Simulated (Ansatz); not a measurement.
System: C₄H₈Si, SMILES CCC1=C[SiH2]1.

Kohn-Sham orbital energies near the frontier, PBE/def2-TZVPP, the Ansatz code, at a PBE0-D4/def2-TZVP geometry (no frequency check), isolated molecule; empty levels in grey, levels within 0.03 eV side by side.

Where do the frontier orbitals lie?

Answer. HOMO at −6.05 eV, LUMO at −0.94 eV, 5.11 eV apart.

How far below the HOMO does the next level lie?

Answer. 0.54 eV.

List the levels.

Answer.
```
orbital  energy (eV)
 LUMO+3         0.81
 LUMO+2         0.34
 LUMO+1        −0.59
   LUMO        −0.94
   HOMO        −6.05
 HOMO−1        −6.60
 HOMO−2        −7.41
 HOMO−3        −8.39
 HOMO−4        −8.93
 HOMO−5        −8.96
 HOMO−6        −9.84
 HOMO−7       −11.03
 HOMO−8       −11.16
 HOMO−9       −12.24
```

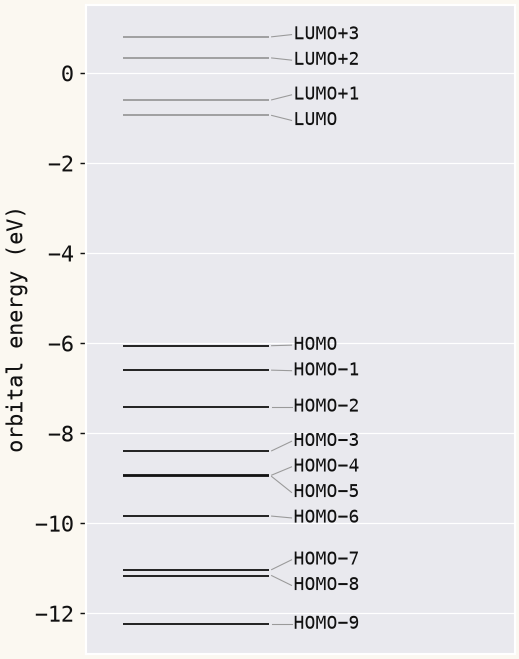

Known limits of this run: one conformer of a flexible molecule; empty levels above zero depend strongly on the basis.
